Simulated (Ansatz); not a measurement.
# AgHPt (built on the sites of a database entry of LiHPd): a soft mode frozen in

Wanted: the energy along a soft mode of AgHPt (built on the sites of a database entry of LiHPd) and the structure at the end.

Main program and level: Ansatz 0.2.0; DFT r2SCAN, scalar-relativistic, plane waves, PAW.

The structure was built from a prototype and need not be the compound's stable phase.

## (1) Set-up

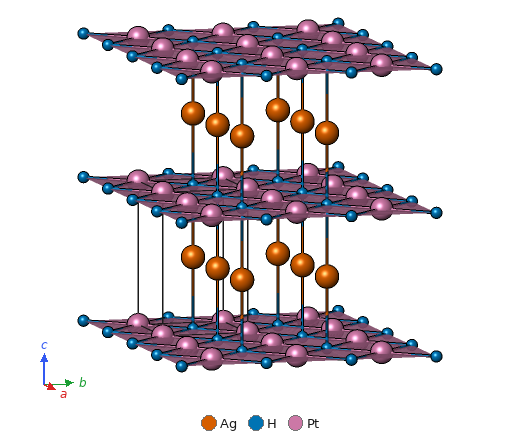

The starting structure, seen slightly off an axis (silver orange, hydrogen blue, platinum pink). 3×2×2 cells are drawn. Some periodic images of atoms are drawn too.

Structure file:

```cif
data_structure
_symmetry_space_group_name_H-M 'P4/mmm'
_symmetry_Int_Tables_number 123
_cell_length_a 2.7912
_cell_length_b 2.7912
_cell_length_c 4.5757
_cell_angle_alpha 90.000
_cell_angle_beta 90.000
_cell_angle_gamma 90.000
_cell_volume 35.65
loop_
_atom_site_label
_atom_site_type_symbol
_atom_site_symmetry_multiplicity
_atom_site_Wyckoff_symbol
_atom_site_fract_x
_atom_site_fract_y
_atom_site_fract_z
_atom_site_occupancy
Ag1 Ag 1 d 0.50000 0.50000 0.50000 1
H1 H 1 c 0.50000 0.50000 0.00000 1
Pt1 Pt 1 a 0.00000 0.00000 0.00000 1
```

## (2) Zone-centre response

The cell comes from relaxations at this level that are not shown. The zone centre is the only wavevector solved here; it holds the modes that light can see, as far as symmetry allows. No field response is asked, since the mesh shows no gap.

Input file input.yaml:

```yaml
crystal:
  lattice:
    - [2.7912040581, 0.0, 0.0]
    - [0.0, 2.7912040581, 0.0]
    - [0.0, 0.0, 4.5757372868]
  atoms:
    - { symbol: Ag, position: [0.5, 0.5, 0.5] }
    - { symbol: H, position: [0.5, 0.5, 0.0] }
    - { symbol: Pt, position: [0.0, 0.0, 0.0] }
kpoints:
  mp_grid: { grid: [16, 16, 12] }
hamiltonian:
  xc: r2scan
scf:
  occupations: { method: methfessel_paxton, width: 0.2 }
output:
  eigenvalues: true
phonons:
  method: dfpt
```

Command:

```console
> ansatz run input.yaml --threads 8 --pin off --max-ram 14336MiB --backend cpu --events-out ev --progress --plain --runs-dir out
```

Numbers of over 12 decimals in the logs are rounded to 6 here.

The program printed:

```text
Engine: ansatz 0.2.0, aarch64-unknown-linux-gnu
Pseudopotentials: kind: paw
Pseudopotential: Ag, paw, valence charge 19, recommended cutoff 500 eV (meta_gga), Ag.paw.azcp
Pseudopotential: H, paw, valence charge 1, recommended cutoff 500 eV (meta_gga), H.paw.azcp
Pseudopotential: Pt, paw, valence charge 18, recommended cutoff 500 eV (meta_gga), Pt.paw.azcp
Functional definition: r2SCAN
  parameter k0 = 0.174
  parameter k1 = 0.065
  parameter a1 = 4.9479
  exchange = r2scan_x(k0 = k0, k1 = k1, a1 = a1)
  correlation = r2scan_c
Crystal: 3 atoms, lattice volume = 35.649 Å³
Basis set: ecut = 500 eV, 873 PW (Γ), exchange–correlation on 120×120×180 points (125 copies of the dense FFT grid, shifted against one another)
Bands: 23, of which v1, the nominal top of the filled ones, is band 19 counted from 1 (18 counted from 0)
Symmetry: 16 space group operations
k-points: 882 of 3072 (irreducible under 2 space group operations, time reversal used)
Non-local potential: Ag, projectors of the file, l = 0: 3, l = 1: 2, l = 2: 2, l = 3: 1
Non-local potential: H, projectors of the file, l = 0: 2, l = 1: 1
Non-local potential: Pt, projectors of the file, l = 0: 3, l = 1: 2, l = 2: 2, l = 3: 1
PAW form: soft (Blöchl's): semilocal exchange-correlation on the pseudo side does not see the compensation charge
PAW frozen core: Ag, regenerated for the run's functional (the file was generated under x = pbe(κ = 0.804, μ = 0.219515), c = pbe(β = 0.066725))
PAW frozen core: Pt, regenerated for the run's functional (the file was generated under x = pbe(κ = 0.804, μ = 0.219515), c = pbe(β = 0.066725))
PAW one-centre angular grid: Ag, 590 points (default); XC on 160 Gauss nodes
PAW one-centre angular grid: H, 302 points (default); XC on 160 Gauss nodes
PAW one-centre angular grid: Pt, 590 points (default); XC on 160 Gauss nodes
Initial density: superposition of atomic densities (neutral atoms: chi_scale 0, normalization atom), corrected by the library's trained network
Initial wavefunctions: pseudopotential atomic-orbital guess
Functional: x = r2scan, c = r2scan; τ floored in thin density (d = 2e-4 eV/Å³)
SCF iter   1: F=—  HF=-20156.649310 eV  |F-HF|=—  |Δ(HF+E_count)|=         —  Δρ=1.77e-2  dr2=1.27e-1  dr2_τ=1.71e-2  ethr=1.77e-3  ⟨swp⟩=4.8  Hψ=74459  notcnv=0
preconditioner: auto → Kerker (q_TF=auto, 2.757 Å⁻¹)  [metal: Δε(μ)=0.005 eV  Ē_g=10.329 eV  σ=0.200 eV  W_gap=0.02  n_scr=16 (ndim 8)  ℏωp=29.2 eV  f_vac=0.000  D(μ)=0.57/eV (n_scr^D=2)]
SCF iter   2: F=—  HF=-20156.628518 eV  |F-HF|=—  |Δ(HF+E_count)|=   2.08e-2  S|Δr|=    0.00e0  Δρ=8.38e-3  dr2=2.33e-2  dr2_τ=3.01e-3  ethr=3.35e-4  ⟨swp⟩=1.0  Hψ=27361  notcnv=0
SCF iter   3: F=—  HF=-20156.629925 eV  |F-HF|=—  |Δ(HF+E_count)|=   1.41e-3  S|Δr|=    0.00e0  Δρ=3.16e-3  dr2=4.61e-3  dr2_τ=1.19e-4  ethr=6.14e-5  ⟨swp⟩=1.9  Hψ=25838  notcnv=0
SCF iter   4: F=—  HF=-20156.629935 eV  |F-HF|=—  |Δ(HF+E_count)|=   9.93e-6  S|Δr|=    0.00e0  Δρ=8.31e-4  dr2=4.70e-4  dr2_τ=1.17e-5  ethr=1.21e-5  ⟨swp⟩=2.3  Hψ=27911  notcnv=0
SCF iter   5: F=—  HF=-20156.629959 eV  |F-HF|=—  |Δ(HF+E_count)|=   2.37e-5  S|Δr|=    0.00e0  Δρ=5.62e-4  dr2=1.05e-4  dr2_τ=5.78e-6  ethr=1.24e-6  ⟨swp⟩=2.0  Hψ=28801  notcnv=0
SCF iter   6: F=—  HF=-20156.629936 eV  |F-HF|=—  |Δ(HF+E_count)|=   2.27e-5  S|Δr|=    0.00e0  Δρ=1.86e-4  dr2=1.58e-5  dr2_τ=7.05e-7  ethr=2.77e-7  ⟨swp⟩=2.1  Hψ=31385  notcnv=0
SCF iter   7: F=—  HF=-20156.629942 eV  |F-HF|=—  |Δ(HF+E_count)|=   6.44e-6  S|Δr|=    0.00e0  Δρ=7.54e-5  dr2=2.54e-6  dr2_τ=1.26e-7  ethr=4.15e-8  ⟨swp⟩=2.0  Hψ=31432  notcnv=0
SCF iter   8: F=—  HF=-20156.629958 eV  |F-HF|=—  |Δ(HF+E_count)|=   1.55e-5  S|Δr|=    0.00e0  Δρ=1.84e-5  dr2=1.02e-7  dr2_τ=4.61e-9  ethr=6.69e-9  ⟨swp⟩=2.0  Hψ=28857  notcnv=0  defer=3
SCF iter   9: F=—  HF=-20156.629958 eV  |F-HF|=—  |Δ(HF+E_count)|=   5.29e-8  S|Δr|=    0.00e0  Δρ=3.17e-6  dr2=3.84e-9  dr2_τ=2.13e-10  ethr=2.69e-10  ⟨swp⟩=2.0  Hψ=34409  notcnv=0  defer=3
SCF iter  10: F=—  HF=-20156.629958 eV  |F-HF|=—  |Δ(HF+E_count)|=   3.33e-9  S|Δr|=    0.00e0  Δρ=9.40e-7  dr2=2.18e-10  dr2_τ=2.54e-11  ethr=1.01e-11  ⟨swp⟩=2.0  Hψ=29626  notcnv=0  defer=3
SCF iter  11: F=-20156.629958 eV  HF=-20156.629958 eV  |F-HF|=2.18e-11  |Δ(HF+E_count)|=  2.18e-10  S|Δr|=    0.00e0  Δρ=1.74e-7  dr2=6.35e-12  dr2_τ=2.95e-13  ethr=1.00e-12  ⟨swp⟩=4.7  Hψ=101404  notcnv=0
the search or the solves at the SCF's close seem to have found levels that the self-consistency loop had missed (the run counts 3). By its estimate they hold under 1e-12 electrons; where the run keeps them, the occupations were computed again with them
SCF 1 converged in 11 iterations: F = -20156.629958 eV  dr2 = 6.35e-12
  greatest PAW one-centre occupation: 1.001 electrons in one spin orbital (limit 2), on the Ag atom at site 0 (counted from 0), in its partial waves of l = 1
DFPT response loops at Γ: preconditioner auto → Kerker (q_TF=auto, 2.757 Å⁻¹) (partly filled bands, converged f_vac=0.000); β = 1.00, the filter's whole step (`scf.mixing.beta` (0.50) is not read by the response loops under this deck's `scf.mixing.preconditioner`; to damp them name `kerker` or `kerker_dos`, under which they read `scf.mixing.beta`, and type it under 1.00, their step now; both keys bind the ground state too); Broyden in place of MSR1
SCF converged after 11 iterations
Stability not checked: this state was not tested for a lower state beside it, because cold or Methfessel-Paxton smearing, or corrected tetrahedra, fill the levels in a way that the test cannot read (fill_not_monotonic; see scf.lower_state_search)
Free energy (F): -20156.629958 eV
Harris-Foulkes:  -20156.629958 eV  (|F-HF|=2.18e-11)
Internal energy: -20156.629238 eV  (E = F + TS)
E sigma→0 (E₀):  -20156.629778 eV
Entropy (-TS):   -0.000720 eV (-0.240 meV/atom)
Fermi energy:    18.321337 eV
--- Per-component energies (eV) ---
  E_band       = -453.388709
  E_kinetic    = 1180.719002
  E_local      = -3896.627503  (includes V_loc(G=0)·N_el)
  E_nonlocal   = 286.379588
  E_hartree    = 1637.806017
  E_xc         = -437.608999
  E_vxc        = -613.258415  (∫ρ·V_xc dr)
  E_paw        = -13404.065959  (= ΣΔE_a)
  E_vpaw       = -727.396767  (= ΣTr[D̂ρ^β])
  E_aug_tail   = 0.000014  (compensation charges beyond the density's cutoff)
  E_vtau       = 41.183366  (kinetic-family band-sum trace: ∫τ·v_τ [+ j·A + Jᵃ·Aᵃ] dr)
  E_ewald      = -5522.490593
  E_core_change = -0.740805  (= ΣΔE_core)
  E_smearing   = -0.000720  (= −TS)
  E_closure    = 0.000000  (closes the sum)
  Σ components = -20156.629958   (vs F -20156.629958, Δ=0.00e0)
--- Band table (eV; the first three rows and the last of 882) ---
  k-point 0: bands = [... 15 lower, 14.9771, 17.0318, 17.0318, 17.2169, 18.1367, 22.0968, 29.4772, 29.9804]
  k-point 1: bands = [... 15 lower, 14.9787, 16.9971, 16.9971, 17.2146, 17.7658, 22.5707, 29.4456, 30.0831]
  k-point 2: bands = [... 15 lower, 14.9828, 16.9011, 16.9011, 16.9847, 17.2085, 23.6508, 29.3771, 30.3807]
  k-point 881: bands = [... 15 lower, 15.7375, 16.2601, 18.7519, 23.3073, 23.3073, 24.4823, 25.4128, 25.4291]
--- Phonons (Γ-DFPT): 6 representative perturbations + reference, on 882 of 3072 k-points (Σ response iterations 48) ---
  k mesh reduced under 2 symmetry operations, with k and −k counted as one. Each operation leaves every solved perturbation unchanged. A smaller set is not considered because the functional reads the kinetic-energy density
  ASR residual: 8.724e-5 → 0.000e0 eV/Å²; symmetrization residual: 2.958e-6 eV/Å²
  ASR residual per site (eV/Å²): 5.32e-5 5.37e-6 8.72e-5
  Γ frequencies (cm⁻¹): -461.65 -461.65 0.00 0.00 0.00 57.20 57.20 129.04 668.04
  non-analytic LO–TO correction: not included (Born effective charges unavailable; polar crystals: no LO–TO splitting at Γ)
```

Run time: 4.3 min. Hardware: 8 threads of Arm Neoverse V2, shared host; peak memory 2.6 GiB.

Numbers from this step:

* volume per atom: 11.88 Å³
* gap on the k-mesh: 0 eV
* sum-rule residual before enforcement: 8.72e-5 eV/Å²
* point group: 4/mmm
* highest optical mode at the zone centre (no LO-TO term): 668.0 cm⁻¹
* lowest optical zone-centre mode: -461.6 cm⁻¹

Patterns of degenerate modes are one choice out of their space. The modes at Γ (shares of kinetic energy by element, %) (negative means imaginary):

```tsv
mode	frequency (cm⁻¹)	symmetry	Ag %	H %	Pt %
1	-461.6	Eu	0	100	0
2	-461.6	Eu	0	100	0
3	0.0	acoustic	35	0	64
4	0.0	acoustic	35	0	64
5	0.0	acoustic	35	0	64
6	57.2	Eu	64	0	36
7	57.2	Eu	64	0	36
8	129.0	A2u	64	1	36
9	668.0	A2u	1	99	0
```

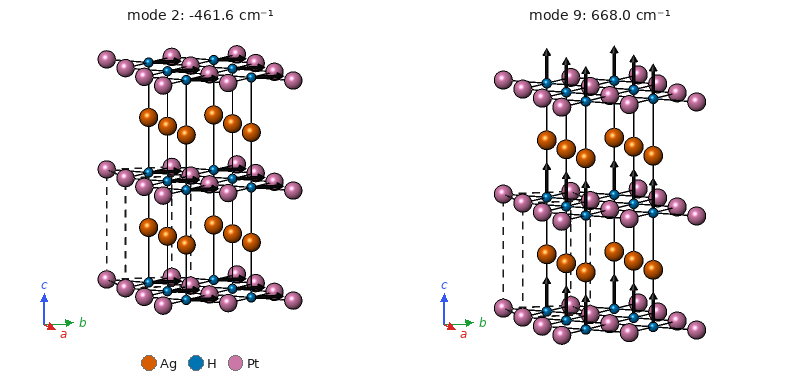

Displacement patterns of modes 2 and 9 at Γ; arrows are exaggerated. 3×2×2 cells are drawn. Some periodic images of atoms are drawn too.

Before it was imposed, the acoustic sum rule was missed by 8.7e-5 eV/Å². Small misses are needed for a sound result but don't prove that mesh and cutoff are converged. The lowest optical mode is imaginary, 461.6i cm⁻¹, so the energy falls along it.

## (3) The mode frozen in, largest atomic shift 0 Å

The mode followed lies at Γ with frequency 461.6i cm⁻¹ and is 2-fold degenerate, the softest among the wavevectors solved. At small amplitude the distorted cell has space group no. 6 by a symmetry search on the positions. The undistorted cell that holds it gives the zero of energy on the same k mesh.

Changes to input.yaml since step 2:

```diff
@@ -16,4 +16,4 @@
 output:
+  forces: true
+  stress: true
   eigenvalues: true
-phonons:
-  method: dfpt
```

The program printed:

```text
[...]
Crystal: 3 atoms, lattice volume = 35.649 Å³
Basis set: ecut = 500 eV, 873 PW (Γ), exchange–correlation on 96×96×144 points (64 copies of the dense FFT grid, shifted against one another)
Bands: 23, of which v1, the nominal top of the filled ones, is band 19 counted from 1 (18 counted from 0)
Symmetry: 16 space group operations
[...]
k-points: 315 of 3072
[...]
--- Band table (eV; the first three rows and the last of 315) ---
  k-point 0: bands = [... 15 lower, 14.9771, 17.0318, 17.0318, 17.2169, 18.1367, 22.0968, 29.4773, 29.9804]
  k-point 1: bands = [... 15 lower, 14.9786, 16.9971, 16.9971, 17.2147, 17.7658, 22.5707, 29.4456, 30.0831]
  k-point 2: bands = [... 15 lower, 14.9828, 16.9011, 16.9011, 16.9847, 17.2086, 23.6508, 29.3771, 30.3807]
  k-point 314: bands = [... 15 lower, 15.7375, 16.2601, 18.7519, 23.3073, 23.3073, 24.4823, 25.4128, 25.4291]
[key lines of the parts left out:]
SCF converged after 9 iterations
Free energy (F): -20156.629958 eV
Fermi energy:    18.321339 eV
P = ⅓ Tr σ = -0.0002 GPa (-0.002 kbar)
```

Elapsed: 4.4 s, on 8 threads; peak memory 0.64 GiB.

This step gave:

| Property | Result |
| --- | --- |
| pressure | -2.35e-4 GPa |
| energy from the undistorted cell | 0 meV/atom |

The run ends at a pressure of 0.00 GPa.

## (4) The mode frozen in, largest atomic shift 0.22 Å

The atoms are moved along the unstable eigenvector, the largest shift by 0.22 Å, with the cell fixed.

input.yaml, the sections that differ from step 3:

```yaml
crystal:
  lattice:
    - [2.7912040581, 0.0, 0.0]
    - [0.0, 2.7912040581, 0.0]
    - [0.0, 0.0, 4.5757372868]
  atoms:
    - { symbol: Ag, position: [0.4998945792, 0.499830043, 0.5] }
    - { symbol: H, position: [0.5415463996, 0.5669801192, 0.0] }
    - { symbol: Pt, position: [-0.0001563799, -0.0002521119, 0.0] }
# kpoints, hamiltonian, scf, output: as in step 3
```

The program printed:

```text
[...]
Crystal: 3 atoms, lattice volume = 35.649 Å³
Basis set: ecut = 500 eV, 873 PW (Γ), exchange–correlation on 96×96×144 points (64 copies of the dense FFT grid, shifted against one another)
Bands: 23, of which v1, the nominal top of the filled ones, is band 19 counted from 1 (18 counted from 0)
Symmetry: 2 space group operations
[...]
--- Band table (eV; the first three rows and the last of 910) ---
  k-point 0: bands = [... 15 lower, 14.9691, 16.9810, 17.0230, 17.1245, 18.1420, 22.0740, 28.3849, 30.0557]
  k-point 1: bands = [... 15 lower, 14.9707, 16.9453, 16.9883, 17.1223, 17.7706, 22.5449, 28.4281, 30.1595]
  k-point 2: bands = [... 15 lower, 14.9751, 16.8389, 16.8914, 16.9956, 17.1171, 23.6135, 28.5517, 30.4605]
  k-point 909: bands = [... 15 lower, 15.7308, 16.2314, 18.7086, 22.4782, 23.3247, 25.3595, 25.4137, 25.4212]
[key lines of the parts left out:]
SCF converged after 8 iterations
Free energy (F): -20156.637465 eV
Fermi energy:    18.299028 eV
P = ⅓ Tr σ = 1.3912 GPa (13.912 kbar)
```

Wall time 16 s (8 threads); peak memory 1.2 GiB; 2.1 min of CPU time.

Numbers from this step:

```
pressure                         : 1.391 GPa
energy from the undistorted cell : -2.517 meV/atom
```

The energy, extrapolated to zero smearing, is -2.52 meV/atom against the undistorted cell.

The run ends at a pressure of 1.39 GPa, with forces up to 0.091 eV/Å.

## (5) Energy along the mode, all amplitudes (two of the runs are shown above)

An imaginary frequency means negative curvature, so the energy should fall and then rise again as anharmonic terms take over.

This step gave:

| Property | Result |
| --- | --- |
| depth at the lowest point sampled | 2.517 meV/atom |
| largest atomic shift at that point | 0.22 Å |

Table of energy from the parent by largest atomic shift:

```tsv
largest atomic shift (Å)	energy from the parent (meV/atom)
0.000	0
0.040	-0.208
0.080	-0.782
0.140	-1.97
0.220	-2.52
0.320	4.32
```

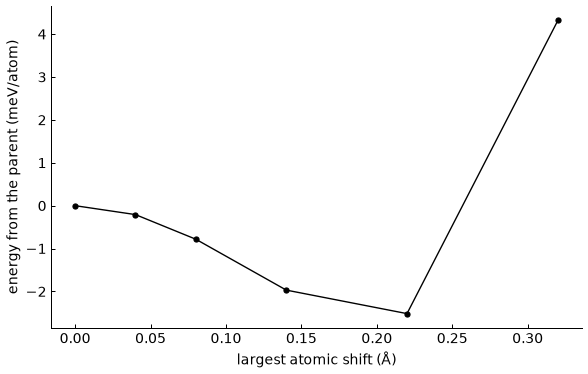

Energy from the parent against largest atomic shift.

Displacement at unit largest shift by atom:

```tsv
atom	x (Å)	y (Å)	z (Å)	size
Ag1	0.00	0.00	0.00	0.00
H2	0.53	0.85	0.00	1.00
Pt3	0.00	0.00	0.00	0.00
```

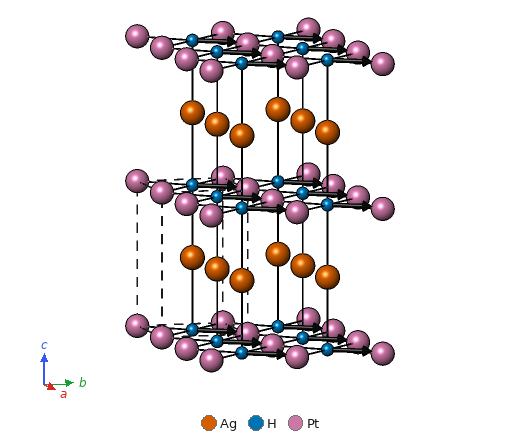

Displacement at unit largest shift as arrows, the longest 1.00 Å. 3×2×2 cells are drawn. Some periodic images of atoms are drawn too.

The lowest of the steps tried is at 0.22 Å, 2.52 meV/atom below the parent; the bottom of the well need not coincide with a step.

(Continued in part 2 of 3.)

[Logs are printed without paths, hosts, clocks, repeated set-up lines and the standing remarks that a program may print on its own settings, such as how far it seeks lower states.]

[Hosts, paths, dates, database ids (printed as entryN), source tags and the programs' standing remarks are cut or masked in the printed files.]
